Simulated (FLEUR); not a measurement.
# How the volume moves the moments of FePt (Tetraferroplatinum), part 2 of 2

Wanted: the trend of the moments of FePt (Tetraferroplatinum) with the volume.

FLEUR MaX-R8.1; PBE; all-electron FLAPW, Dirac cores, scalar-relativistic bands.

So far, largest spin moment in the muffin-tin sphere (μB): step 2 (factor 1, start ferro +) 2.99; step 3 (factor 1, start antiferro q=(0,1/2,0) +-) 2.93.

**4. Factor 1, start no spin polarisation**

The k list default-1 (kpts.xml, not shown) is a Γ-centred 10×10×10 mesh.

File inp.xml:

```
<?xml version="1.0" encoding="UTF-8" standalone="no"?>
<fleurInput fleurInputVersion="0.39">
   <comment>
      FePt
   </comment>
   <calculationSetup>
      <cutoffs Kmax="3.6" Gmax="10.8" GmaxXC="10.8" numbands="0"/>
      <scfLoop itmax="110" minDistance="0.00002" maxIterBroyd="15" imix="Anderson" alpha="0.05" precondParam="0.0" spinf="2.0" sdNocoIR="T"/>
      <coreElectrons ctail="T" frcor="F" kcrel="0" coretail_lmax="0"/>
      <xcFunctional name="pbe" relativisticCorrections="F"/>
      <magnetism jspins="1"/>
      <soc l_soc="F" theta="0.0" phi="0.0" spav="F"/>
      <expertModes spex="0" secvar="F"/>
      <geometryOptimization l_f="F" forcealpha="1.0" forcemix="BFGS" epsdisp="0.00001" epsforce="0.00001"/>
      <ldaU l_linMix="F" mixParam="0.05" spinf="1.0"/>
   </calculationSetup>
   <cell>
      <bzIntegration valenceElectrons="32.0" mode="hist" fermiSmearingEnergy="0.00183747">
         <kPointListSelection listName="default-1"/>
         <xi:include xmlns:xi="http://www.w3.org/2001/XInclude" href="kpts.xml"> </xi:include>
      </bzIntegration>
      <xi:include xmlns:xi="http://www.w3.org/2001/XInclude" href="sym.xml"> </xi:include>
      <bulkLattice scale="1.0">
         <bravaisMatrix>
            <row-1>    5.1466691003480998     0.0000000000000000     0.0000000000000000</row-1>
            <row-2>    0.0000000000000000     5.1466691003480998     0.0000000000000000</row-2>
            <row-3>    0.0000000000000000     0.0000000000000000     7.0297811835120001</row-3>
         </bravaisMatrix>
      </bulkLattice>
   </cell>
   <atomSpecies>
      <species name="Iron (Fe)" element="Fe" atomicNumber="26">
         <mtSphere radius="2.36" gridPoints="781" logIncrement="0.016"/>
         <atomicCutoffs lmax="8" lnonsphr="6"/>
         <electronConfig flipSpins="F">
            <coreConfig>(1s1/2) (2s1/2) (2p1/2) (2p3/2)</coreConfig>
            <valenceConfig>(3s1/2) (3p1/2) (3p3/2) (4s1/2) (3d3/2) (3d5/2)</valenceConfig>
            <stateOccupation state="(3d3/2)" spinUp="1.200000" spinDown="1.200000"/>
            <stateOccupation state="(3d5/2)" spinUp="1.800000" spinDown="1.800000"/>
         </electronConfig>
         <energyParameters s="4" p="4" d="3" f="4"/>
         <lo type="SCLO" l="0" n="3" eDeriv="0"/>
         <lo type="SCLO" l="1" n="3" eDeriv="0"/>
      </species>
      <species name="Platinum (Pt)" element="Pt" atomicNumber="78">
         <mtSphere radius="2.36" gridPoints="781" logIncrement="0.017"/>
         <atomicCutoffs lmax="8" lnonsphr="6"/>
         <electronConfig flipSpins="F">
            <coreConfig>(1s1/2) (2s1/2) (2p1/2) (2p3/2) (3s1/2) (3p1/2) (3p3/2) (4s1/2) (3d3/2) (3d5/2) (4p1/2) (4p3/2) (5s1/2) (4d3/2) (4d5/2) (4f5/2) (4f7/2)</coreConfig>
            <valenceConfig>(5p1/2) (5p3/2) (6s1/2) (5d3/2) (5d5/2)</valenceConfig>
            <stateOccupation state="(6s1/2)" spinUp="0.500000" spinDown="0.500000"/>
            <stateOccupation state="(5d3/2)" spinUp="1.800000" spinDown="1.800000"/>
            <stateOccupation state="(5d5/2)" spinUp="2.700000" spinDown="2.700000"/>
         </electronConfig>
         <energyParameters s="6" p="6" d="5" f="5"/>
         <lo type="SCLO" l="1" n="5" eDeriv="0"/>
      </species>
   </atomSpecies>
   <atomGroups>
      <atomGroup species="Iron (Fe)">
         <relPos label="                   1">.0000000000 .0000000000 .0000000000</relPos>
         <force calculate="T" relaxXYZ="TTT"/>
      </atomGroup>
      <atomGroup species="Platinum (Pt)">
         <relPos label="                   2">1.000/2.000 1.000/2.000 1.000/2.000</relPos>
         <force calculate="T" relaxXYZ="TTT"/>
      </atomGroup>
   </atomGroups>
   <output dos="F" band="F" slice="F">
      <bandDOS minEnergy="-.5*Htr" maxEnergy="0.5*Htr" sigma="0.015" storeEVData="T"/>
      <plotting iplot="0" polar="F">
         <plot TwoD="T" vec1="  1.0  0.0  0.0" vec2="  0.0  1.0  0.0" vec3="  0.0  0.0  1.0" zero="  0.0  0.0  0.0" file="plot"/>
      </plotting>
      <moessbauerParams electricFieldGradient="F" isomerShift="F" coreHyperfine="F" valenceHyperfine="F"/>
   </output>
</fleurInput>
```

File crystal.txt:

```
FePt
&input film=F cartesian=F /
2.72350000000  0.00000000000  0.00000000000
0.00000000000  2.72350000000  0.00000000000
0.00000000000  0.00000000000  3.72000000000
1.8897261246
1.0 1.0 1.0

2
26 0.00000000000  0.00000000000  0.00000000000
78 0.50000000000  0.50000000000  0.50000000000

&kpt div1=10 div2=10 div3=10 gamma=T /
```

Command:

```sh
OMP_NUM_THREADS=1 inpgen -f crystal.txt > inpgen.log  # inp.xml is then edited as shown
OMP_NUM_THREADS=1 mpirun -n 8 fleur_MPI > fleur.log
```

The log of the run:

```text
[banner, memory and clock lines left out]
Welcome to FLEUR        (www.flapw.de)
      MaX-Release 8.1          (www.max-centre.eu)

 ========== k-point set info ==========
 Selected k-point list: default-1
 k-point list type: mesh
 0 x 0 x 0
 Number of k points: 128

 [... set-up left out ...]
 Iteration:     1   Distance:      58.70787949 me/bohr^3
 Iteration:     2   Distance:      19.01223451 me/bohr^3
 Iteration:     3   Distance:      16.07277938 me/bohr^3
 Iteration:     4   Distance:       9.82660463 me/bohr^3
 Iteration:     5   Distance:       5.96535983 me/bohr^3
[...]
<FermiEnergy value="0.4357893427" units="Htr"/>
         [... left out ...]
         <totalEnergy value="   -19719.5194709945" units="Htr">
            <sumOfEigenvalues value="   -12061.3340290475">
               <coreElectrons value="-12043.4603988613"/>
               <valenceElectrons value="-17.8736301862"/>
            </sumOfEigenvalues>
         [... left out ...]
            <freeEnergy value="-19719.5207626102"/>
            <extrapolationTo0K value="-19719.5201168023"/>
         </totalEnergy>
         <densityConvergence units="me/bohr^3">
            <chargeDensity spin="1" distance="0.0000108899"/>
         </densityConvergence>
      </iteration>
```

Elapsed: 9.8 s, on 8 MPI ranks of AMD EPYC 7B13 (Zen 3), shared host; peak memory 0.38 GiB; 76 s of CPU time.

Numbers from this step:

* free energy: -536595.4961 eV
* program's band gap on this mesh (in a metal only a level spacing): 0.001981 eV
* final state: non-magnetic (no spin polarisation)

**5. Factor 1.12, start ferro +**

The farthest finished point is shown in full.

inp.xml, as its differences from that of step 4:

```diff
@@ -10,3 +10,3 @@
       <xcFunctional name="pbe" relativisticCorrections="F"/>
-      <magnetism jspins="1"/>
+      <magnetism jspins="2"/>
       <soc l_soc="F" theta="0.0" phi="0.0" spav="F"/>
@@ -24,5 +24,5 @@
          <bravaisMatrix>
-            <row-1>    5.1466691003480998     0.0000000000000000     0.0000000000000000</row-1>
-            <row-2>    0.0000000000000000     5.1466691003480998     0.0000000000000000</row-2>
-            <row-3>    0.0000000000000000     0.0000000000000000     7.0297811835120001</row-3>
+            <row-1>    5.3448097895883810     0.0000000000000000     0.0000000000000000</row-1>
+            <row-2>    0.0000000000000000     5.3448097895883810     0.0000000000000000</row-2>
+            <row-3>    0.0000000000000000     0.0000000000000000     7.3004194665810314</row-3>
          </bravaisMatrix>
@@ -31,3 +31,3 @@
    <atomSpecies>
-      <species name="Iron (Fe)" element="Fe" atomicNumber="26">
+      <species name="Iron (Fe) 2.800" element="Fe" atomicNumber="26">
          <mtSphere radius="2.36" gridPoints="781" logIncrement="0.016"/>
@@ -37,4 +37,4 @@
             <valenceConfig>(3s1/2) (3p1/2) (3p3/2) (4s1/2) (3d3/2) (3d5/2)</valenceConfig>
-            <stateOccupation state="(3d3/2)" spinUp="1.200000" spinDown="1.200000"/>
-            <stateOccupation state="(3d5/2)" spinUp="1.800000" spinDown="1.800000"/>
+            <stateOccupation state="(3d3/2)" spinUp="1.4" spinDown="1.0"/>
+            <stateOccupation state="(3d5/2)" spinUp="3.0" spinDown="0.6"/>
          </electronConfig>
@@ -59,3 +59,3 @@
    <atomGroups>
-      <atomGroup species="Iron (Fe)">
+      <atomGroup species="Iron (Fe) 2.800">
          <relPos label="                   1">.0000000000 .0000000000 .0000000000</relPos>
```

File crystal.txt:

```
FePt
&input film=F cartesian=F /
2.82835153730  0.00000000000  0.00000000000
0.00000000000  2.82835153730  0.00000000000
0.00000000000  0.00000000000  3.86321561180
1.8897261246
1.0 1.0 1.0

2
26 0.00000000000  0.00000000000  0.00000000000 : 2.800
78 0.50000000000  0.50000000000  0.50000000000

&kpt div1=10 div2=10 div3=10 gamma=T /
```

The log of the run:

```text
[banner, memory and clock lines left out]
Welcome to FLEUR        (www.flapw.de)
      MaX-Release 8.1          (www.max-centre.eu)

 ========== k-point set info ==========
 Selected k-point list: default-1
 k-point list type: mesh
 0 x 0 x 0
 Number of k points: 128

 [... set-up left out ...]
 Iteration:     1   Distance:      38.28092120 me/bohr^3
 Iteration:     2   Distance:      13.57558252 me/bohr^3
 Iteration:     3   Distance:      11.79059503 me/bohr^3
 Iteration:     4   Distance:      10.02231774 me/bohr^3
 Iteration:     5   Distance:       9.93873401 me/bohr^3
[...]
<sumOfEigenvalues value="   -12066.0984414530">
               <coreElectrons value="-12046.3571341424"/>
               <valenceElectrons value="-19.7413073106"/>
            </sumOfEigenvalues>
         [... left out ...]
            <freeEnergy value="-19719.5426983248"/>
            <extrapolationTo0K value="-19719.5425074770"/>
         </totalEnergy>
         <densityConvergence units="me/bohr^3">
            <chargeDensity spin="1" distance="0.0000080719"/>
            <chargeDensity spin="2" distance="0.0000082005"/>
            <overallChargeDensity distance="0.0000135582"/>
            <spinDensity distance="0.0000089992"/>
         </densityConvergence>
      </iteration>
```

Run time: 17 s. Hardware: 8 MPI ranks; peak memory 0.42 GiB; 2.2 min of CPU time.

Spin moment in the muffin-tin sphere by atom:

```tsv
atom	spin moment in the muffin-tin sphere (μB)
Fe1	3.15
Pt2	0.40
```

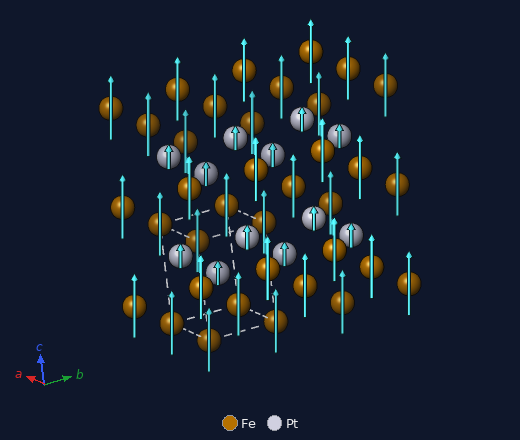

Spin moment in the muffin-tin sphere as arrows, the longest 3.15 μB. Up and down stand for the sign. Arrows give size and sign along the axis of quantisation, drawn up and down the page. Each arrow also spans its atom, so small moments look longer than they are. 2×3×2 cells are drawn. Some periodic images of atoms are drawn too.

This step gave:

```
free energy                                                       : -536596.0930 eV
program's band gap on this mesh (in a metal only a level spacing) : 0.001459 eV
magnetization                                                     : 3.465 μB
final state                                                       : ferromagnetic
```

After 24 cycles the largest moment stands at 3.15 μB.

**6. Factor 1.12, start antiferro q=(0,1/2,0) +-**

The k list default-1 (kpts.xml, not shown) is a Γ-centred 10×5×10 mesh.

inp.xml, as its differences from that of step 5:

```diff
@@ -17,3 +17,3 @@
    <cell>
-      <bzIntegration valenceElectrons="32.0" mode="hist" fermiSmearingEnergy="0.00183747">
+      <bzIntegration valenceElectrons="64.0" mode="hist" fermiSmearingEnergy="0.00183747">
          <kPointListSelection listName="default-1"/>
@@ -25,3 +25,3 @@
             <row-1>    5.3448097895883810     0.0000000000000000     0.0000000000000000</row-1>
-            <row-2>    0.0000000000000000     5.3448097895883810     0.0000000000000000</row-2>
+            <row-2>    0.0000000000000000    10.6896195791767621     0.0000000000000000</row-2>
             <row-3>    0.0000000000000000     0.0000000000000000     7.3004194665810314</row-3>
@@ -39,2 +39,15 @@
             <stateOccupation state="(3d5/2)" spinUp="3.0" spinDown="0.6"/>
+         </electronConfig>
+         <energyParameters s="4" p="4" d="3" f="4"/>
+         <lo type="SCLO" l="0" n="3" eDeriv="0"/>
+         <lo type="SCLO" l="1" n="3" eDeriv="0"/>
+      </species>
+      <species name="Iron (Fe) -2.800" element="Fe" atomicNumber="26">
+         <mtSphere radius="2.36" gridPoints="781" logIncrement="0.016"/>
+         <atomicCutoffs lmax="8" lnonsphr="6"/>
+         <electronConfig flipSpins="F">
+            <coreConfig>(1s1/2) (2s1/2) (2p1/2) (2p3/2)</coreConfig>
+            <valenceConfig>(3s1/2) (3p1/2) (3p3/2) (4s1/2) (3d3/2) (3d5/2)</valenceConfig>
+            <stateOccupation state="(3d3/2)" spinUp="1.0" spinDown="1.4"/>
+            <stateOccupation state="(3d5/2)" spinUp="0.6" spinDown="3.0"/>
          </electronConfig>
@@ -63,4 +76,9 @@
       </atomGroup>
+      <atomGroup species="Iron (Fe) -2.800">
+         <relPos label="                   2">.0000000000 1.000/2.000 .0000000000</relPos>
+         <force calculate="T" relaxXYZ="TTT"/>
+      </atomGroup>
       <atomGroup species="Platinum (Pt)">
-         <relPos label="                   2">1.000/2.000 1.000/2.000 1.000/2.000</relPos>
+         <relPos label="                   3">1.000/2.000 1.000/4.000 1.000/2.000</relPos>
+         <relPos label="                   4">1.000/2.000 -1.000/4.000 1.000/2.000</relPos>
          <force calculate="T" relaxXYZ="TTT"/>
```

File crystal.txt:

```
FePt
&input film=F cartesian=F /
2.82835153730  0.00000000000  0.00000000000
0.00000000000  5.65670307460  0.00000000000
0.00000000000  0.00000000000  3.86321561180
1.8897261246
1.0 1.0 1.0

4
26 0.00000000000  0.00000000000  0.00000000000 : 2.800
26 0.00000000000  0.50000000000  0.00000000000 : -2.800
78 0.50000000000  0.25000000000  0.50000000000
78 0.50000000000  0.75000000000  0.50000000000

&kpt div1=10 div2=5 div3=10 gamma=T /
```

The log of the run:

```text
[banner, memory and clock lines left out]
Welcome to FLEUR        (www.flapw.de)
      MaX-Release 8.1          (www.max-centre.eu)

 ========== k-point set info ==========
 Selected k-point list: default-1
 k-point list type: mesh
 0 x 0 x 0
 Number of k points: 112

 [... set-up left out ...]
 Iteration:     1   Distance:      37.43325086 me/bohr^3
 Iteration:     2   Distance:      14.17605144 me/bohr^3
 Iteration:     3   Distance:      12.13804981 me/bohr^3
 Iteration:     4   Distance:       8.84095348 me/bohr^3
 Iteration:     5   Distance:       8.56319314 me/bohr^3
[...]
<sumOfEigenvalues value="   -24132.4450920955">
               <coreElectrons value="-24092.8934692931"/>
               <valenceElectrons value="-39.5516228025"/>
            </sumOfEigenvalues>
         [... left out ...]
            <freeEnergy value="-39439.0822631323"/>
            <extrapolationTo0K value="-39439.0816587982"/>
         </totalEnergy>
         <densityConvergence units="me/bohr^3">
            <chargeDensity spin="1" distance="0.0000119024"/>
            <chargeDensity spin="2" distance="0.0000119825"/>
            <overallChargeDensity distance="0.0000187545"/>
            <spinDensity distance="0.0000147907"/>
         </densityConvergence>
      </iteration>
```

Wall time 52 s (8 MPI ranks); peak memory 0.57 GiB.

This step gave:

```yaml
free_energy: -1073192.1006 eV
program_s_band_gap_on_this_mesh_in_a_metal_only_a_level_spacing: 9.00e-9 eV
magnetization: 0 μB
final_state: antiferromagnetic
largest_moment: 3.144 μB
```

After 28 cycles the largest moment stands at 3.14 μB.

**7. The series**

In all 27 runs were made at the factors 0.88, 0.91, 0.94, 0.97, 1, 1.03, 1.06, 1.09 and 1.12, of which 27 converged. The tables hold the factors at which the parallel start converged, and CPU times count converged runs alone. Differences are of free energies.

Final states:

```tsv
volume factor	ferro +	antiferro q=(0,1/2,0) +-	no spin polarisation	CPU time (s)
0.88	ferromagnetic	antiferromagnetic	non-magnetic	541.8
0.91	ferromagnetic	antiferromagnetic	non-magnetic	572.3
0.94	ferromagnetic	antiferromagnetic	non-magnetic	571.8
0.97	ferromagnetic	antiferromagnetic	non-magnetic	595
1	ferromagnetic	antiferromagnetic	non-magnetic	579.3
1.03	ferromagnetic	antiferromagnetic	non-magnetic	620.9
1.06	ferromagnetic	antiferromagnetic	non-magnetic	633.2
1.09	ferromagnetic	antiferromagnetic	non-magnetic	636
1.12	ferromagnetic	antiferromagnetic	non-magnetic	636.5
```

The energy over the lowest point, ferro + by volume factor:

```tsv
volume factor	energy over the lowest point, ferro + (meV a primitive cell)
0.8800	471
0.9100	272
0.9400	135
0.9700	48.4
1.0000	6.19
1.0300	0
1.0600	24.9
1.0900	73.8
1.1200	144
```

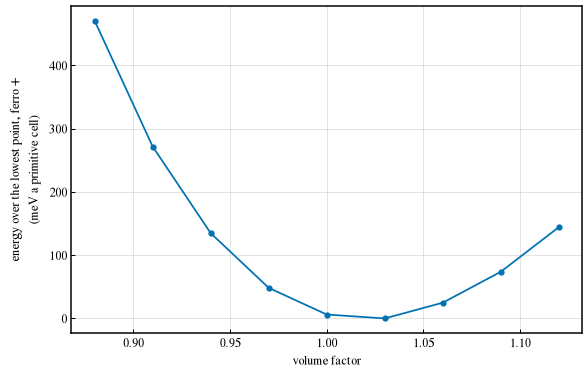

Energy over the lowest point, ferro +, plotted against volume factor.

The largest sphere moment by volume factor:

```tsv
volume factor	ferro + (μB)	antiferro q=(0,1/2,0) +- (μB)
0.8800	2.75	2.56
0.9100	2.83	2.68
0.9400	2.89	2.78
0.9700	2.94	2.86
1.0000	2.99	2.93
1.0300	3.03	3.00
1.0600	3.07	3.05
1.0900	3.11	3.10
1.1200	3.15	3.14
```

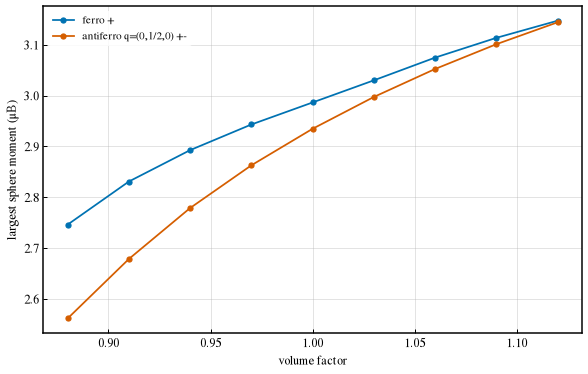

Largest sphere moment, plotted against volume factor.

Net moment, ferro + against volume factor:

```tsv
volume factor	net moment, ferro + (μB a primitive cell)
0.8800	3.10
0.9100	3.19
0.9400	3.25
0.9700	3.29
1.0000	3.33
1.0300	3.37
1.0600	3.41
1.0900	3.44
1.1200	3.47
```

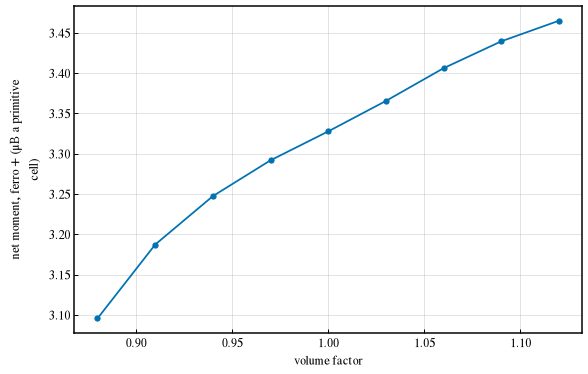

Net moment, ferro + against volume factor.

The energy less that of the parallel start by volume factor; values in meV a seeded atom:

```tsv
volume factor	antiferro q=(0,1/2,0) +-	no spin polarisation
0.8800	-40.2	348
0.9100	-18.1	452
0.9400	-0.490	552
0.9700	12.8	646
1.0000	22.3	735
1.0300	29.5	819
1.0600	35.0	899
1.0900	39.4	975
1.1200	42.6	1046
```

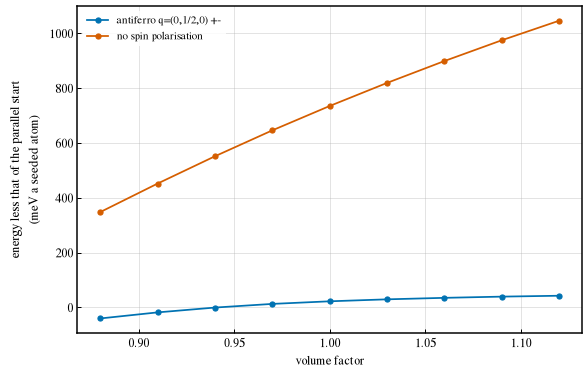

Energy less that of the parallel start, plotted against volume factor.

**8. Summary of results**

| Property | Result |
| --- | --- |
| largest moment, parallel start | 2.75 μB at 0.88, 3.15 μB at 1.12 |
| net moment, parallel start | 3.10 to 3.47 μB a primitive cell |
| start antiferro q=(0,1/2,0) +- less the parallel start | -40.2 meV at 0.88, +42.6 meV at 1.12, a seeded atom |
| spinless run less the parallel start | +348.1 meV at 0.88, +1046.1 meV at 1.12, a seeded atom |

In words: The largest moment of the parallel start goes from 2.75 μB at 0.88 to 3.15 μB at 1.12. Its energy is least at 1.03 of the points run. The start antiferro q=(0,1/2,0) +- crosses the parallel start in energy between 0.94 and 0.97. The spinless run lies over the parallel start at every point where both finished. The opposed order is one of several, taken for its small cell; another can lie lower, so the scan does not name the ground state. Atoms were not relaxed at any point.

[Logs and program files are shortened in this print: banners, set-up blocks, solver, clock and traceback lines can be left out without a mark of their own.]

[Logs are printed without paths, hosts, clocks, repeated set-up lines and the standing remarks that a program may print on its own settings, such as how far it seeks lower states.]

[Hosts, paths, dates, database ids (printed as entryN), source tags and the programs' standing remarks are cut or masked in the printed files.]

[Where a cell is said to come from a database of computed structures, the database is the Materials Project.]
